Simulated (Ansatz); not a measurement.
CH$_{3}$AlN (charge +1): molecular dynamics

System: CH$_{3}$AlN, charge +1, SMILES [CH+]1[NH][AlH]1.
Method: RKS r2SCAN-D4/6-31G* (Ansatz 0.2.0).

One setting was made poor on purpose. It belongs to a series of runs on one base structure; here: dynamics from the last frame of an earlier run. Figures and captions count atoms from 1; the log counts them from 0 in places.

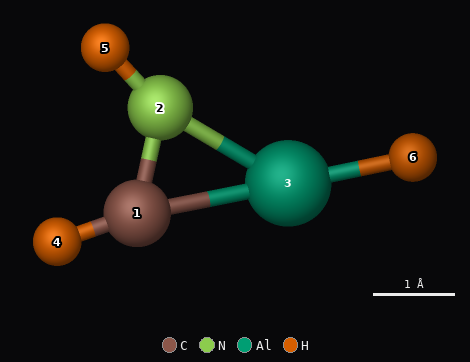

Fig. 1: The starting structure (ball-and-stick view, seen on its broad side; atoms are numbered from 1 in the order of the input). Sticks mark near contacts. Bond lengths as drawn: Al–C 1.94 Å, Al–H 1.57 Å, Al–N 1.87 Å, C–H 1.05 Å, C–N 1.34 Å and H–N 1.04 Å.

## Summary

| quantity | value |
| --- | --- |
| outcome | finished |
| mean temperature over the second half | 358 K |
| trajectory | 40 steps, 80 fs |
| ensemble | nvt_langevin |
| temperature in the input | 300.0 K |
| time step | 2.0 fs |
| potential energy (last step) | −9161.3146 eV |
| mean-field energy (last step) | −9161.2994 eV |
| largest force (length of the vector) (last step) | 2.668 eV/Å |
| hardware | 1 thread of Arm Neoverse N1, 24 GiB of memory available, shared host |
| wall time | 95 s |
| peak memory | 0.09 GiB |

## Remarks

A deliberately poor setting: time step. So short a trajectory is not equilibrated. The logged temperature at the start can lie below the typed one, since it is counted over all degrees of freedom.

## Input
```yaml
crystal:
  periodic: [false, false, false]
  atoms:
    - { symbol: C, position_ang: [-0.490523, -0.643062, -0.204532] }
    - { symbol: "N", position_ang: [0.580685, 0.04704, -0.610067] }
    - { symbol: Al, position_ang: [-0.049096, 0.850899, 0.955586] }
    - { symbol: H, position_ang: [-0.79281, -1.531668, -0.682792] }
    - { symbol: H, position_ang: [1.069511, -0.132998, -1.508074] }
    - { symbol: H, position_ang: [0.085418, 2.271116, 1.622607] }
total_charge: 1
basis:
  gaussian: { orbitals: "6-31G*" }
hamiltonian:
  xc: r2scan
  dispersion: d4
md:
  timestep: 2.0
  n_steps: 40
  ensemble: nvt_langevin
  temperature: 300.0
  initial_velocities: maxwell_boltzmann
  seed: 537293
  friction: 0.01
scf:
  lower_state_search: "off"
```

Launched with:
```bash
ansatz run input.yaml --threads 1 --pin off --max-ram 2048MiB --backend cpu --events-out ev --progress --plain --runs-dir out
```

## Log
```
Engine: ansatz 0.2.0, aarch64-unknown-linux-gnu
Functional definition: r2SCAN
  parameter k0 = 0.174
  parameter k1 = 0.065
  parameter a1 = 4.9479
  exchange = r2scan_x(k0 = k0, k1 = k1, a1 = a1)
  correlation = r2scan_c
these checks for a lower state are left out or cut short: stability, starts, cluster_reference, orbital_swaps, neighbouring_geometries, increment
679 factors; their error is unknown
mean field evaluation 1: about -9148.7247 eV, gradient 7.5e1 eV
mean field evaluation 2: about -9102.2024 eV, gradient 1.4e2 eV
mean field evaluation 4: about -9161.3197 eV, gradient 6.5e0 eV
mean field evaluation 8: about -9161.4101 eV, gradient 2.5e-1 eV
mean field evaluation 16: about -9161.4102 eV, gradient 1.6e-4 eV
mean field -9161.41022813 eV, -336.6756160569 hartree, gradient 7.0e-6 eV, S^2 0.000000; 0 other end points of the search recorded, 0 dependent functions left out
the calculation of the forces begins
reference -9161.41023913 eV, -336.6756164610 hartree; 14, 14 occupied and 41, 41 virtual orbitals, 679 factors
md step     0: t =     0.00 fs  T =   250.0 K  F+E_penalty+E_count = -9161.42540661 eV  E_kin = 0.193890 eV  (16 SCF iters)
these checks for a lower state are left out or cut short: stability, starts, cluster_reference, orbital_swaps, neighbouring_geometries, increment
679 factors; their error is unknown
mean field -9161.43067658 eV, -336.6763675236 hartree, gradient 1.7e-6 eV, S^2 0.000000; 0 other end points of the search recorded, 0 dependent functions left out
[... from here on the field's lines of each further geometry are left out, up to the last ...]
md step     1: t =     2.00 fs  T =   309.6 K  F+E_penalty+E_count = -9161.44586241 eV  E_kin = 0.240143 eV  (19 SCF iters, 3 dispersion substeps)
md step     2: t =     4.00 fs  T =   314.3 K  F+E_penalty+E_count = -9161.41404655 eV  E_kin = 0.243794 eV  (20 SCF iters, 3 dispersion substeps)
md step     3: t =     6.00 fs  T =   282.7 K  F+E_penalty+E_count = -9161.41455159 eV  E_kin = 0.219279 eV  (19 SCF iters, 3 dispersion substeps)
md step     4: t =     8.00 fs  T =   223.2 K  F+E_penalty+E_count = -9161.34544898 eV  E_kin = 0.173086 eV  (20 SCF iters, 3 dispersion substeps)
md step     5: t =    10.00 fs  T =   235.8 K  F+E_penalty+E_count = -9161.34293084 eV  E_kin = 0.182874 eV  (20 SCF iters, 3 dispersion substeps)
md step     6: t =    12.00 fs  T =   247.9 K  F+E_penalty+E_count = -9161.32410523 eV  E_kin = 0.192238 eV  (19 SCF iters, 3 dispersion substeps)
md step     7: t =    14.00 fs  T =   349.5 K  F+E_penalty+E_count = -9161.38642311 eV  E_kin = 0.271073 eV  (20 SCF iters, 3 dispersion substeps)
md step     8: t =    16.00 fs  T =   405.2 K  F+E_penalty+E_count = -9161.43687089 eV  E_kin = 0.314280 eV  (20 SCF iters, 3 dispersion substeps)
md step     9: t =    18.00 fs  T =   471.0 K  F+E_penalty+E_count = -9161.47787493 eV  E_kin = 0.365280 eV  (20 SCF iters, 3 dispersion substeps)
md step    10: t =    20.00 fs  T =   439.6 K  F+E_penalty+E_count = -9161.49933663 eV  E_kin = 0.340905 eV  (20 SCF iters, 3 dispersion substeps)
md step    11: t =    22.00 fs  T =   433.2 K  F+E_penalty+E_count = -9161.50602990 eV  E_kin = 0.335942 eV  (20 SCF iters, 3 dispersion substeps)
md step    12: t =    24.00 fs  T =   439.9 K  F+E_penalty+E_count = -9161.48138872 eV  E_kin = 0.341143 eV  (19 SCF iters, 3 dispersion substeps)
md step    13: t =    26.00 fs  T =   485.0 K  F+E_penalty+E_count = -9161.49015873 eV  E_kin = 0.376184 eV  (20 SCF iters, 3 dispersion substeps)
md step    14: t =    28.00 fs  T =   477.2 K  F+E_penalty+E_count = -9161.48081632 eV  E_kin = 0.370097 eV  (20 SCF iters, 3 dispersion substeps)
md step    15: t =    30.00 fs  T =   414.6 K  F+E_penalty+E_count = -9161.43416810 eV  E_kin = 0.321511 eV  (20 SCF iters, 3 dispersion substeps)
md step    16: t =    32.00 fs  T =   357.2 K  F+E_penalty+E_count = -9161.36968879 eV  E_kin = 0.277045 eV  (20 SCF iters, 3 dispersion substeps)
md step    17: t =    34.00 fs  T =   336.9 K  F+E_penalty+E_count = -9161.34396823 eV  E_kin = 0.261320 eV  (19 SCF iters, 3 dispersion substeps)
md step    18: t =    36.00 fs  T =   428.1 K  F+E_penalty+E_count = -9161.39085602 eV  E_kin = 0.332051 eV  (20 SCF iters, 3 dispersion substeps)
md step    19: t =    38.00 fs  T =   379.8 K  F+E_penalty+E_count = -9161.36452843 eV  E_kin = 0.294583 eV  (19 SCF iters, 3 dispersion substeps)
md step    20: t =    40.00 fs  T =   358.7 K  F+E_penalty+E_count = -9161.32289579 eV  E_kin = 0.278225 eV  (20 SCF iters, 3 dispersion substeps)
md step    21: t =    42.00 fs  T =   293.0 K  F+E_penalty+E_count = -9161.27582336 eV  E_kin = 0.227231 eV  (19 SCF iters, 3 dispersion substeps)
md step    22: t =    44.00 fs  T =   226.6 K  F+E_penalty+E_count = -9161.25266955 eV  E_kin = 0.175712 eV  (20 SCF iters, 3 dispersion substeps)
md step    23: t =    46.00 fs  T =   322.5 K  F+E_penalty+E_count = -9161.32422964 eV  E_kin = 0.250089 eV  (20 SCF iters, 3 dispersion substeps)
md step    24: t =    48.00 fs  T =   348.9 K  F+E_penalty+E_count = -9161.33413681 eV  E_kin = 0.270591 eV  (20 SCF iters, 3 dispersion substeps)
md step    25: t =    50.00 fs  T =   345.5 K  F+E_penalty+E_count = -9161.38075695 eV  E_kin = 0.267973 eV  (18 SCF iters, 3 dispersion substeps)
md step    26: t =    52.00 fs  T =   315.2 K  F+E_penalty+E_count = -9161.34029956 eV  E_kin = 0.244473 eV  (20 SCF iters, 3 dispersion substeps)
md step    27: t =    54.00 fs  T =   299.5 K  F+E_penalty+E_count = -9161.34898095 eV  E_kin = 0.232271 eV  (20 SCF iters, 3 dispersion substeps)
md step    28: t =    56.00 fs  T =   364.7 K  F+E_penalty+E_count = -9161.38263574 eV  E_kin = 0.282834 eV  (20 SCF iters, 3 dispersion substeps)
md step    29: t =    58.00 fs  T =   406.6 K  F+E_penalty+E_count = -9161.41473619 eV  E_kin = 0.315355 eV  (20 SCF iters, 3 dispersion substeps)
md step    30: t =    60.00 fs  T =   401.8 K  F+E_penalty+E_count = -9161.45079110 eV  E_kin = 0.311655 eV  (20 SCF iters, 3 dispersion substeps)
md step    31: t =    62.00 fs  T =   391.1 K  F+E_penalty+E_count = -9161.41536783 eV  E_kin = 0.303345 eV  (20 SCF iters, 3 dispersion substeps)
md step    32: t =    64.00 fs  T =   448.6 K  F+E_penalty+E_count = -9161.45212291 eV  E_kin = 0.347923 eV  (19 SCF iters, 3 dispersion substeps)
md step    33: t =    66.00 fs  T =   426.1 K  F+E_penalty+E_count = -9161.45208892 eV  E_kin = 0.330469 eV  (19 SCF iters, 3 dispersion substeps)
md step    34: t =    68.00 fs  T =   464.1 K  F+E_penalty+E_count = -9161.48770552 eV  E_kin = 0.359899 eV  (19 SCF iters, 3 dispersion substeps)
md step    35: t =    70.00 fs  T =   463.9 K  F+E_penalty+E_count = -9161.44705117 eV  E_kin = 0.359760 eV  (19 SCF iters, 3 dispersion substeps)
md step    36: t =    72.00 fs  T =   378.7 K  F+E_penalty+E_count = -9161.40518865 eV  E_kin = 0.293684 eV  (19 SCF iters, 3 dispersion substeps)
md step    37: t =    74.00 fs  T =   331.5 K  F+E_penalty+E_count = -9161.38401594 eV  E_kin = 0.257126 eV  (19 SCF iters, 3 dispersion substeps)
md step    38: t =    76.00 fs  T =   297.3 K  F+E_penalty+E_count = -9161.34054706 eV  E_kin = 0.230571 eV  (20 SCF iters, 3 dispersion substeps)
the calculation of the forces begins
reference -9161.32309434 eV, -336.6724139490 hartree; 14, 14 occupied and 41, 41 virtual orbitals, 679 factors
md step    39: t =    78.00 fs  T =   336.8 K  F+E_penalty+E_count = -9161.33830480 eV  E_kin = 0.261211 eV  (19 SCF iters, 3 dispersion substeps)
these checks for a lower state are left out or cut short: stability, starts, cluster_reference, orbital_swaps, neighbouring_geometries, increment
679 factors; their error is unknown
mean field -9161.29941058 eV, -336.6715435871 hartree, gradient 1.3e-6 eV, S^2 0.000000; 0 other end points of the search recorded, 0 dependent functions left out
the calculation of the forces begins
reference -9161.29942157 eV, -336.6715439910 hartree; 14, 14 occupied and 41, 41 virtual orbitals, 679 factors
md step    40: t =    80.00 fs  T =   300.4 K  F+E_penalty+E_count = -9161.31461238 eV  E_kin = 0.232955 eV  (20 SCF iters, 3 dispersion substeps)
```

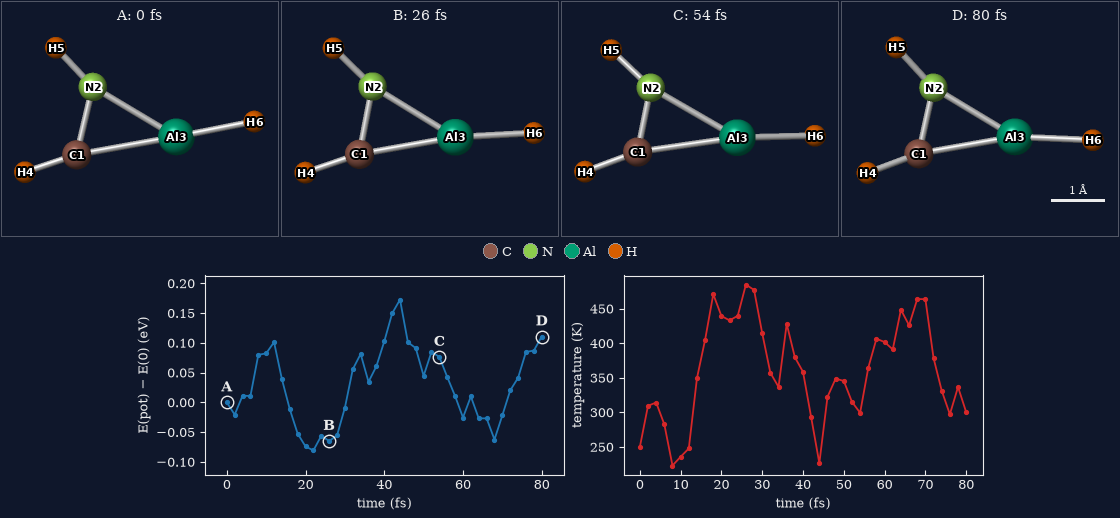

Fig. 2: Frames of the molecular dynamics (ball-and-stick, seen at a tilt) above the curves, on which the letters mark them. The trajectory kept here has 41 frames over 80 fs. The temperature starts at 250 K, ranges from 223 to 485 K and averages 358 K over the second half. The potential energy ends 0.111 eV above its first value. After an unweighted best fit of the last frame on the first, the root-mean-square displacement is 0.17 Å.

```
Total energy: -9161.31462337 eV, -336.6721026467 hartree
Atom 0 at    -0.356994    -0.505658    -0.373246 Å, force    -0.513692    -0.132965    -1.272449 eV/Å
Atom 1 at     0.877453    -0.237961    -0.078314 Å, force     2.433062    -0.581377    -0.927102 eV/Å
Atom 2 at    -0.205122     0.888020     0.866061 Å, force    -0.452775     1.382135     0.751832 eV/Å
Atom 3 at    -0.611959    -1.040523    -1.296749 Å, force    -0.247058    -0.413950     0.442532 eV/Å
Atom 4 at     1.728866    -0.585903    -0.641815 Å, force    -1.321667     0.452939     0.991262 eV/Å
Atom 5 at    -0.371181     2.373676     1.435766 Å, force     0.102129    -0.706782     0.013925 eV/Å
Dipole moment:     0.078157    -0.032116     0.016580 e Å
Checks for a lower state left out: stability, starts, cluster_reference, orbital_swaps, neighbouring_geometries, increment
```

## Trajectory as extended XYZ (Å, eV, eV/Å), 15 of the 41 frames kept, from step=0 to step=40
```
6
Properties=species:S:1:pos:R:3:forces:R:3 step=0 time_fs=0.0 energy=-9161.42541 temperature=250.0
C    -0.4905   -0.6431   -0.2045    2.2965   2.0707   0.8983
N     0.5807    0.0470   -0.6101   -1.2672  -0.4641  -0.1343
Al   -0.0491    0.8509    0.9556   -0.1714   0.0177  -0.6517
H    -0.7928   -1.5317   -0.6828   -0.8262  -1.1400  -0.7188
H     1.0695   -0.1330   -1.5081    0.0085  -0.0868   0.4987
H     0.0854    2.2711    1.6226   -0.0402  -0.3974   0.1078
6
Properties=species:S:1:pos:R:3:forces:R:3 step=3 time_fs=6.0 energy=-9161.41455 temperature=282.7
C    -0.4811   -0.6518   -0.2311   -0.5042   0.0558   0.8915
N     0.5683    0.0451   -0.5583    1.6162  -0.9730  -1.6828
Al   -0.0549    0.8626    0.9388   -0.7509  -0.1302  -0.2235
H    -0.8808   -1.5882   -0.6960    0.4719   0.7442   0.1392
H     1.2526   -0.2060   -1.3263   -0.8278   0.3135   0.5867
H     0.1079    2.2503    1.6024   -0.0051  -0.0102   0.2888
6
Properties=species:S:1:pos:R:3:forces:R:3 step=6 time_fs=12.0 energy=-9161.32410 temperature=247.9
C    -0.4734   -0.6448   -0.2343   -1.6153   0.0941   0.7477
N     0.5917    0.0170   -0.5278    0.5518   0.1710   0.8124
Al   -0.0655    0.8724    0.9233   -0.8373  -0.0331  -0.0351
H    -0.9231   -1.5291   -0.7351    0.6197   0.3189   0.1837
H     1.3261   -0.2534   -1.1194    1.2939  -0.5651  -1.9615
H     0.1218    2.2208    1.6546   -0.0127   0.0141   0.2528
6
Properties=species:S:1:pos:R:3:forces:R:3 step=9 time_fs=18.0 energy=-9161.47788 temperature=471.0
C    -0.4844   -0.6192   -0.2114    1.4030   1.7943   0.1559
N     0.6657   -0.0132   -0.4973    0.4247  -1.1498  -0.1349
Al   -0.0836    0.8826    0.9052   -0.2680   0.5142   0.2584
H    -0.8482   -1.4569   -0.7477   -0.4396  -1.1268  -0.4695
H     1.4252   -0.3462   -1.1474   -1.0150   0.2847   0.2458
H     0.0997    2.1780    1.7780   -0.1051  -0.3165  -0.0556
6
Properties=species:S:1:pos:R:3:forces:R:3 step=11 time_fs=22.0 energy=-9161.50603 temperature=433.2
C    -0.4849   -0.5887   -0.1996    1.8463  -0.3422  -1.4054
N     0.7201   -0.0426   -0.4718   -2.0978  -0.1567   1.1160
Al   -0.0949    0.8932    0.8959    0.1397   0.2604   0.1568
H    -0.8141   -1.4771   -0.7849   -0.1521   0.5428   0.5428
H     1.3747   -0.3457   -1.1784    0.3418  -0.3798  -0.5244
H     0.0950    2.0841    1.8611   -0.0777   0.0755   0.1142
6
Properties=species:S:1:pos:R:3:forces:R:3 step=14 time_fs=28.0 energy=-9161.48082 temperature=477.2
C    -0.4431   -0.5462   -0.2184    0.3381   0.0346   0.4086
N     0.7616   -0.0927   -0.4323   -0.1632   0.7119  -0.5941
Al   -0.1142    0.9181    0.8831    0.3648   0.1304   0.4404
H    -0.8246   -1.3863   -0.7340   -0.7772  -0.9311  -0.7248
H     1.3264   -0.4046   -1.2384    0.2588  -0.1465   0.4607
H     0.0557    1.9370    2.0304   -0.0213   0.2007   0.0091
6
Properties=species:S:1:pos:R:3:forces:R:3 step=17 time_fs=34.0 energy=-9161.34397 temperature=336.9
C    -0.3948   -0.5275   -0.2297   -3.5320  -1.7290  -0.4043
N     0.7941   -0.1354   -0.4075    2.5619   0.6692  -1.5046
Al   -0.1307    0.9427    0.8774    0.5168   0.2642   1.0791
H    -0.9731   -1.3183   -0.7818    0.7858   0.5415   0.3468
H     1.3991   -0.5165   -1.1941   -0.3409   0.3614   1.1004
H    -0.0098    1.8490    2.1818    0.0084  -0.1074  -0.6175
6
Properties=species:S:1:pos:R:3:forces:R:3 step=20 time_fs=40.0 energy=-9161.32290 temperature=358.7
C    -0.4191   -0.5439   -0.2414    1.2354   1.1801  -0.5895
N     0.8565   -0.1779   -0.3969   -2.8316   0.7484   1.9564
Al   -0.1408    0.9650    0.8841    0.6706  -1.3673  -0.6745
H    -0.9685   -1.2686   -0.8314    0.1391  -0.5409  -0.0754
H     1.5172   -0.6318   -0.9971    0.6944  -0.5299  -0.8315
H    -0.0710    1.7248    2.2078    0.0922   0.5097   0.2145
6
Properties=species:S:1:pos:R:3:forces:R:3 step=23 time_fs=46.0 energy=-9161.32423 temperature=322.5
C    -0.4207   -0.5382   -0.2762    1.8740   0.8141  -0.6660
N     0.8739   -0.2073   -0.3658   -1.8390   0.3693   1.5495
Al   -0.1440    0.9690    0.8850    0.6836  -1.2580  -0.4671
H    -0.8496   -1.3477   -0.8597   -0.2491  -0.3045   0.0875
H     1.6201   -0.7522   -0.8408   -0.5057   0.2500  -0.1111
H    -0.0868    1.7306    2.2603    0.0362   0.1291  -0.3929
6
Properties=species:S:1:pos:R:3:forces:R:3 step=26 time_fs=52.0 energy=-9161.34030 temperature=315.2
C    -0.3827   -0.5213   -0.3239   -2.3344  -1.4705  -0.2173
N     0.8457   -0.2113   -0.3069    3.0081   0.4161   0.3648
Al   -0.1455    0.9575    0.8840    0.2872  -0.7719  -0.3376
H    -0.7245   -1.4766   -0.8005   -0.2034   0.8857   0.2370
H     1.6053   -0.8276   -0.7279   -0.7932   0.9300   0.3712
H    -0.0977    1.7982    2.2171    0.0356   0.0106  -0.4182
6
Properties=species:S:1:pos:R:3:forces:R:3 step=29 time_fs=58.0 energy=-9161.41474 temperature=406.6
C    -0.3941   -0.5339   -0.3670   -0.4025   1.0098   1.5522
N     0.8542   -0.2001   -0.2350   -0.2744   0.4293   0.3211
Al   -0.1463    0.9400    0.8758   -0.1096  -0.6889  -0.7183
H    -0.7067   -1.4768   -0.7620   -0.4284  -0.5465  -0.7917
H     1.5617   -0.8068   -0.6027    1.2034  -0.3758  -0.3743
H    -0.1058    1.9200    2.0700    0.0115   0.1721   0.0111
6
Properties=species:S:1:pos:R:3:forces:R:3 step=31 time_fs=62.0 energy=-9161.41537 temperature=391.1
C    -0.4156   -0.5308   -0.3747    1.3792  -0.2515   0.8919
N     0.8728   -0.1911   -0.1872   -0.3994  -1.8119  -1.1386
Al   -0.1531    0.9232    0.8687   -0.1954   0.2341  -0.0046
H    -0.7413   -1.5035   -0.8349    0.2573   1.0657   0.0002
H     1.6696   -0.7959   -0.5710   -0.9881   1.0332   0.5736
H    -0.1171    2.0464    1.9806   -0.0535  -0.2696  -0.3225
6
Properties=species:S:1:pos:R:3:forces:R:3 step=34 time_fs=68.0 energy=-9161.48771 temperature=464.1
C    -0.4096   -0.5276   -0.3696    2.0167   0.8509   0.9228
N     0.8764   -0.2066   -0.1352   -1.0483  -0.5488  -0.3542
Al   -0.1675    0.8993    0.8588   -0.3249   0.6167   0.2394
H    -0.7507   -1.3376   -0.9786   -0.1289  -0.6141  -0.6161
H     1.7519   -0.6282   -0.4824   -0.4294  -0.2390  -0.2434
H    -0.1408    2.1608    1.7663   -0.0851  -0.0656   0.0515
6
Properties=species:S:1:pos:R:3:forces:R:3 step=37 time_fs=74.0 energy=-9161.38402 temperature=331.5
C    -0.3728   -0.5103   -0.3567   -1.2995  -0.9560  -1.7391
N     0.8552   -0.2296   -0.1086    1.2637   0.7445   1.0309
Al   -0.1856    0.8861    0.8559   -0.4905   0.9150   0.7130
H    -0.6912   -1.1618   -1.1897    0.0092  -0.1075   0.5112
H     1.7344   -0.5381   -0.4827    0.5626  -0.7704  -0.8207
H    -0.2221    2.2493    1.5597   -0.0455   0.1745   0.3047
6
Properties=species:S:1:pos:R:3:forces:R:3 step=40 time_fs=80.0 energy=-9161.31461 temperature=300.4
C    -0.3570   -0.5057   -0.3732   -0.5137  -0.1330  -1.2724
N     0.8775   -0.2380   -0.0783    2.4331  -0.5814  -0.9271
Al   -0.2051    0.8880    0.8661   -0.4528   1.3821   0.7518
H    -0.6120   -1.0405   -1.2967   -0.2471  -0.4140   0.4425
H     1.7289   -0.5859   -0.6418   -1.3217   0.4529   0.9913
H    -0.3712    2.3737    1.4358    0.1021  -0.7068   0.0139
```
